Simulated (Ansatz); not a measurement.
CH4ClFN2Si: several calculations on one system

**1. Relaxation**

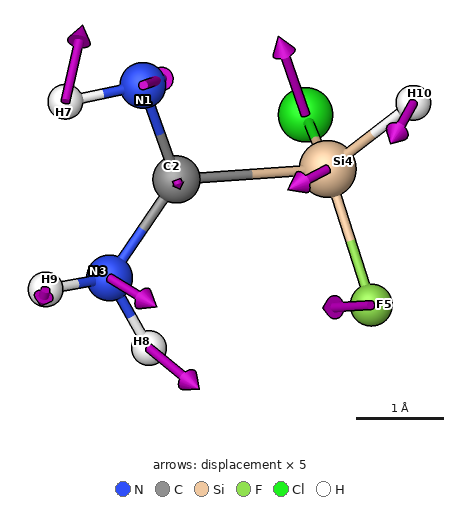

This is a relaxation of CH$_{4}$ClFN$_{2}$Si. The starting structure is drawn; purple arrows show the displacements, 5 times their true length. The two geometries are superimposed by the best rigid fit.

A ball-and-stick model, seen at a tilt.

The run prepares an end point of a later path (torsion) calculation, from a guessed geometry.

Theory: RKS r2SCANh/def2-SVP in Ansatz. Set-up: no spin polarisation; force threshold 0.015 eV/Å; at most 40 steps.

Describe the change and its energy.

Answer. The atom that moves furthest after the best rigid fit is the Cl atom (0.22 Å). By element the largest moves are Cl 0.22 Å, H 0.22 Å, N 0.21 Å, F 0.19 Å, Si 0.13 Å, C 0.03 Å. Among the contacts that change: C–Si 2.000 → 1.875 Å, C–N 1.347 → 1.282 Å, Cl–Si 2.000 → 2.051 Å, H–N 0.993 → 1.027 Å. Among the angles between lasting bonds that change: N–C–N 122.5° → 129.5°, C–N–H 107.6° → 112.6°, N–C–Si 116.7° → 111.7°. After 12 geometry steps the energy has fallen by 0.450 eV. The largest force component goes from 4.6 to 0.01 eV/Å.

**2. Relaxation**

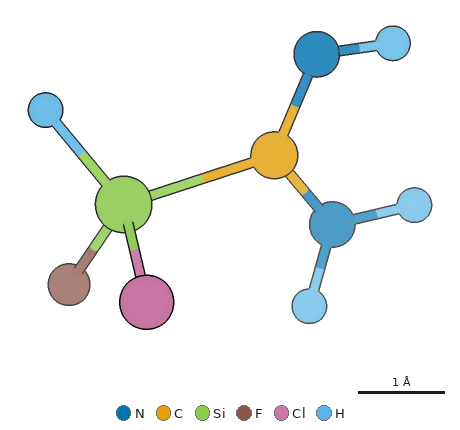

CH4ClFN2Si, before the relaxation. A ball-and-stick model, seen at a tilt.

The run prepares an end point of a later path (torsion) calculation, from a guessed geometry.

Method: Ansatz 0.2.0, RKS r2SCANh/def2-SVP.

Input
```yaml
crystal:
  periodic: [false, false, false]
  atoms:
    - { symbol: "N", position_ang: [0.5568, -1.7118, -0.3292] }
    - { symbol: C, position_ang: [-0.0033, -0.5524, 0.0652] }
    - { symbol: "N", position_ang: [-0.9895, -0.4946, 1.0319] }
    - { symbol: Si, position_ang: [0.7023, 1.1186, -0.7778] }
    - { symbol: F, position_ang: [-0.6052, 2.1329, -0.7141] }
    - { symbol: Cl, position_ang: [2.1817, 1.9021, 0.3172] }
    - { symbol: H, position_ang: [0.1428, -2.4415, 0.2021] }
    - { symbol: H, position_ang: [-1.12085, -1.32043, 1.57074] }
    - { symbol: H, position_ang: [-1.18882, 0.37472, 1.46925] }
    - { symbol: H, position_ang: [1.0594, 0.9513, -2.1676] }
basis:
  gaussian: { orbitals: def2-SVP }
hamiltonian:
  xc: r2scanh
relax:
  f_tol: 0.015
  max_steps: 40
```

Command:
```bash
ansatz run input.yaml --threads 2 --pin off --max-ram 3072MiB --backend cpu --events-out ev --progress --plain --runs-dir out
```

Predict the outcome.

After 12 accepted moves (13 points after the start) the energy has fallen by 0.476 eV. The largest force component goes from 4.6 to 0.013 eV/Å. The line search rejected the trial step at point 8 of the run. The largest move after the best rigid fit is that of H9, 0.41 Å. By element the largest moves are H 0.41 Å, Cl 0.33 Å, F 0.32 Å, N 0.23 Å, Si 0.13 Å, C 0.08 Å. Some distances before and after: C2–Si4 2.000 → 1.875 Å, N1–C2 1.347 → 1.282 Å, Si4–Cl6 2.000 → 2.051 Å, N1–H7 0.993 → 1.027 Å. Bond angles that change, for instance: N1–C2–N3 122.5° → 129.5°, C2–N1–H7 107.6° → 112.7°, C2–N3–H8 116.0° → 121.0°. The run took 39 s on 2 threads of Intel(R) Xeon(R) Platinum 8559C (Emerald Rapids), with other jobs on the host, peak memory 0.3 GiB.

The structure at the end:

```xyz
10

N     0.7160   -1.5556   -0.2582
C     0.0453   -0.5347    0.1321
N    -0.9514   -0.4538    1.0574
Si    0.6267    1.0385   -0.7062
F    -0.5076    2.1669   -0.4074
Cl    2.3753    1.7005    0.1382
H     0.4271   -2.4221    0.2113
H    -1.3259   -1.2863    1.4952
H    -1.4661    0.4089    1.1671
H     0.7959    0.8965   -2.1617
```

After the run, drawn alike:

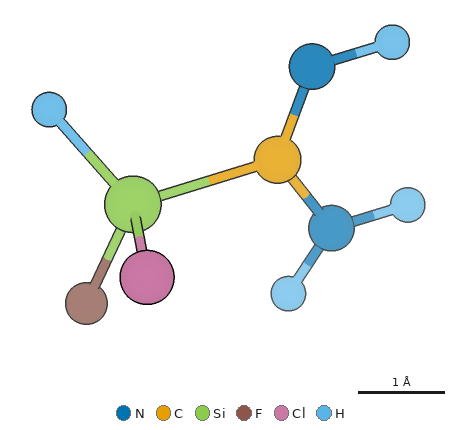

**3. Path**

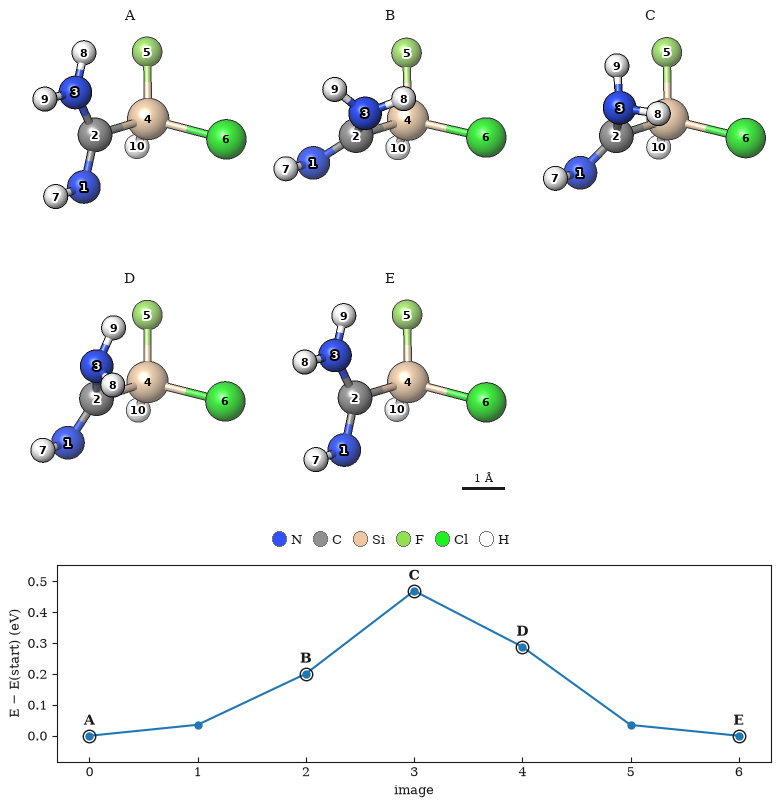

A nudged-elastic-band calculation for CH₄ClFN₂Si. Images are numbered from 0 (start) to 6 (end). Frames A to E are images 0, 2, 3, 4, 6. A ball-and-stick model, seen from a free direction.

Computed with RKS r2SCANh/def2-SVP in Ansatz. Settings: 5 movable images; climbing image; force threshold 0.03 eV/Å; iteration limit 60; starting path by image-dependent pair potential.

Q: What happens along the path, and what is the barrier?

A: The two ends have the same energy, and the highest point, image 3, lies 0.47 eV above the start. The motion is a rotation about the C2–N3 bond by about 180°. No bond forms or breaks between the ends. Bond angles that change up to the highest image, for instance: H8–N3–H9 117.7° → 104.6°, C2–N3–H9 120.9° → 109.2°. The band converged in 24 iterations, with a climbing image at the top. At the top, the vibrational analysis gives one imaginary mode (283i cm⁻¹), as a transition state must have.

Cost: 5 min on 2 threads of Intel(R) Xeon(R) Platinum 8559C (Emerald Rapids) (shared host), peak memory 0.33 GiB.
